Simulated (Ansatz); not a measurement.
# PH3 (phosphine) at HF/aug-cc-pVTZ

Aim: the vertical singlet–triplet gap of PH3 (phosphine) at HF/aug-cc-pVTZ, from 2 runs. 

The results are computed with Ansatz 0.2.0.

34 further runs of the same task are left out: 34 set aside as unsound or not needed.

**1. The molecule**

The species is PH3 (4 atoms), meant as a singlet with charge 0. SMILES: `P`. Geometry: relaxed at PBE0-D4/def2-TZVP.

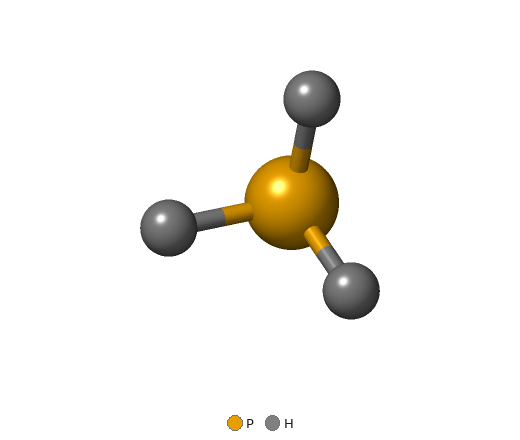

The structure, seen from a chosen angle (phosphorus amber, hydrogen grey).

**2. The energy at HF/aug-cc-pVTZ**

Contents of run.yaml:

```yaml
crystal:
  periodic: [false, false, false]
  atoms:
    - symbol: P
      position_ang: [0.346000, -0.326500, -0.332800]
    - symbol: H
      position_ang: [0.630900, -0.034000, 1.027000]
    - symbol: H
      position_ang: [-1.005500, -0.663000, -0.057200]
    - symbol: H
      position_ang: [0.028700, 1.023500, -0.636900]
basis:
  gaussian:
    orbitals: aug-cc-pVTZ
output:
  orbitals: {seedname: orbitals}
hamiltonian:
  xc: hf
accuracy: high
```

Launch:

```sh
$ ansatz run run.yaml --threads 1 --pin off --max-ram 3480MiB --events-out events.jsonl --progress --plain --runs-dir runs
```

Standard output:

```text
Warning: RAYON_NUM_THREADS=1 ignored (pool sized by the plan → 1); use --threads N
Functional definition: HF
  name "HF"
  exchange = exact_x
  correlation = 0
1842 factors; integrals over basis functions are off by at most 3.1e-9 eV
mean field evaluation 1: about -9318.9552 eV, gradient 9.7e0 eV
mean field evaluation 2: about -9318.9563 eV, gradient 9.7e0 eV
mean field evaluation 4: about -9319.5537 eV, gradient 1.0e0 eV
mean field evaluation 8: about -9319.5621 eV, gradient 5.1e-4 eV
mean field -9319.56214621 eV, -342.4875918471 hartree, gradient 2.7e-8 eV, S^2 0.000000; 0 other end points of the search recorded, 0 dependent functions left out
reference -9319.56214621 eV, -342.4875918471 hartree; 9, 9 occupied and 110, 110 virtual orbitals, 1842 factors
Total energy: -9319.56214621 eV, -342.4875918471 hartree
```

It took 2.3 s on 1 thread of Intel Xeon Platinum 8488C (Sapphire Rapids), shared host; peak memory 0.28 GiB.

**3. The triplet**

Contents of job.yaml:

```yaml
crystal:
  periodic: [false, false, false]
  atoms:
    - {symbol: P, position_ang: [0.346000, -0.326500, -0.332800]}
    - {symbol: H, position_ang: [0.630900, -0.034000, 1.027000]}
    - {symbol: H, position_ang: [-1.005500, -0.663000, -0.057200]}
    - {symbol: H, position_ang: [0.028700, 1.023500, -0.636900]}
basis:
  gaussian: {orbitals: aug-cc-pVTZ}
magnetization: {spin_polarized: true, initial_magnetization: 2}
hamiltonian: {xc: hf}
accuracy: high
output: {orbitals: {seedname: orbitals}}
```

Launch:

```sh
$ ansatz run job.yaml --threads 1 --pin off --max-ram 3480MiB --events-out events.jsonl --progress --plain --runs-dir runs
```

Standard output (excerpt; [...] marks lines left out):

```text
Warning: RAYON_NUM_THREADS=1 ignored (pool sized by the plan → 1); use --threads N
[... 2 set-up lines as earlier in the session ...]
[...]
1842 factors; integrals over basis functions are off by at most 3.1e-9 eV
[...]
mean field -9314.19238871 eV, -342.2902568988 hartree, gradient 2.7e-8 eV, S^2 2.015395; 7 other end points of the search recorded, 0 dependent functions left out
reference -9314.19238871 eV, -342.2902568988 hartree; 10, 8 occupied and 109, 111 virtual orbitals, 1842 factors
Total energy: -9314.19238871 eV, -342.2902568988 hartree
```

Wall time 18 s (1 thread of Intel Xeon Platinum 8488C (Sapphire Rapids), shared host); peak memory 0.3 GiB.

**4. What came out**

Level: HF/aug-cc-pVTZ.

| quantity | value |
| --- | --- |
| singlet: total energy | -342.48759 Eh |
| singlet: HOMO energy | -10.59 eV |
| singlet: LUMO energy | 0.80 eV |
| singlet: HOMO–LUMO gap | 11.39 eV |
| triplet: total energy | -342.29026 Eh |
| triplet: HOMO energy (highest over α and β) | -4.67 eV |
| triplet: LUMO energy (lowest over α and β) | -0.87 eV |
| triplet: ⟨S²⟩ | 2.015 |
| vertical energy of the triplet above the singlet | 5.370 eV |

**Reading.** At this shape the triplet lies 5.37 eV (124 kcal/mol) above the singlet.
